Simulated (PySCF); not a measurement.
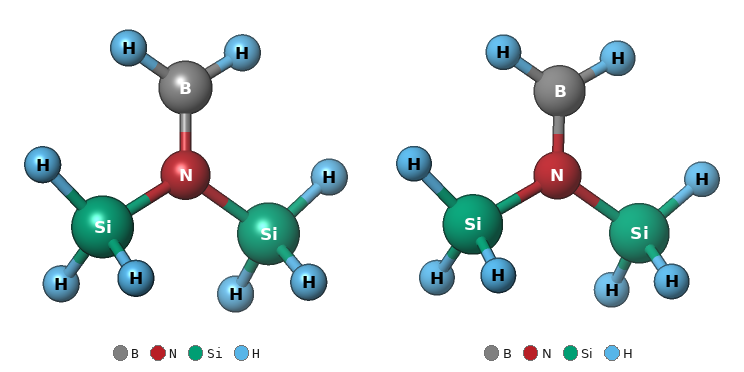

Both panels show the same species.

**Count the atoms of each element.**

BH8NSi2, 12 atoms: 1 boron, 8 hydrogen, 1 nitrogen and 2 silicon.

**Describe its rings.**

It has no ring.

More results for the same structure follow; atom numbers are the same in all pictures, views and colours differ. Computed geometry: PBE0-D3(BJ)/def2-SVP optimisation. No frequency run is at hand to confirm it as a minimum.

**Geometry**

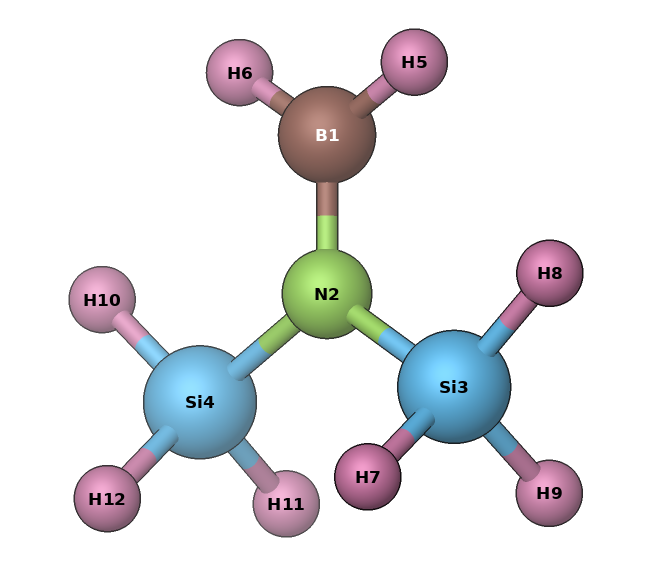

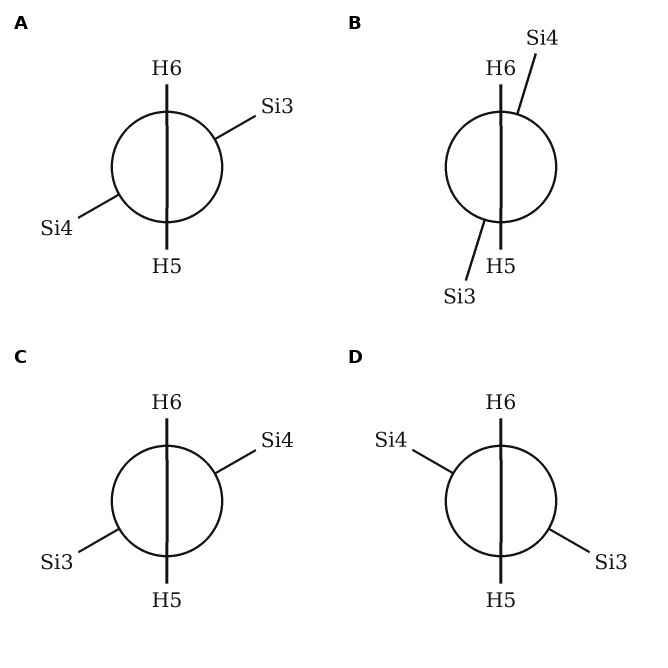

Depth is shown by fading: the farther an atom, the more it takes the colour of the background. Bonds that would overlap in a projection are set slightly apart. No frequency run is at hand to confirm it as a minimum.

**Which Newman projection shows the view along B1–N2, with B1 in front?**

B. The torsion angle H5–B1–N2–Si3 is 0°, synperiplanar (eclipsed).

**Electronic properties**

No frequency run is at hand to confirm it as a minimum. Method: KT3/pcSseg-2, gas phase (PySCF 2.14.0).

Computed properties:

- dipole moment: 0.89 D
- HOMO energy (Kohn–Sham orbital): −7.32 eV
- LUMO energy (Kohn–Sham orbital): −1.37 eV
- HOMO–LUMO gap: 5.95 eV

**Core levels**

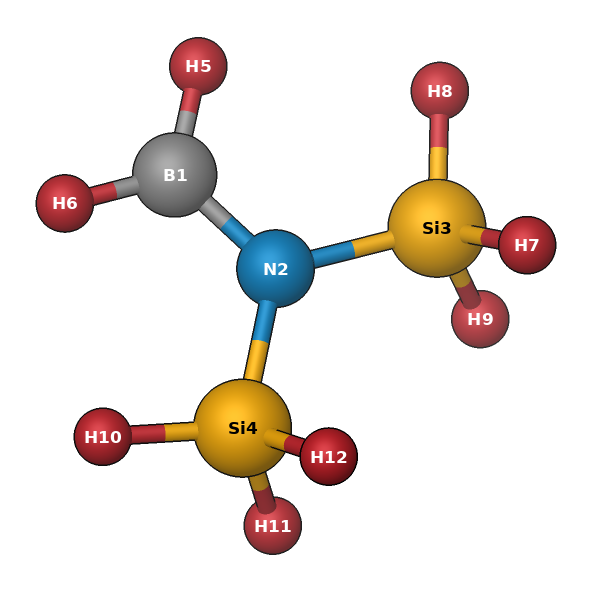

No frequency run is at hand to confirm it as a minimum. Method: delta-SCF UKS B3LYP, pcX-2 on the ionised atom, pcseg-1 elsewhere, spin-free X2C (PySCF 2.14.0).

Give the core-electron binding energies (to vacuum; p and d levels without spin–orbit splitting) of B1 1s, N2 1s, Si3 1s, Si3 2p.

```tsv
atom	level	binding energy (eV)
B1	1s	196.0
N2	1s	404.2
Si3	1s	1845.9
Si3	2p	107.5
```

**NMR shielding**

The questions are on isotropic NMR shieldings of the H atoms. No frequency run is at hand to confirm it as a minimum. Properties computed with GIAO HF/pcSseg-2 NMR shielding, non-relativistic, gas phase (PySCF 2.14.0).

Give the isotropic NMR shieldings of the H atoms atom by atom.

| atom | σ (ppm) |
| --- | --- |
| H5 | 26.64 |
| H6 | 26.64 |
| H7 | 27.20 |
| H8 | 27.07 |
| H9 | 27.20 |
| H10 | 27.07 |
| H11 | 27.20 |
| H12 | 27.20 |
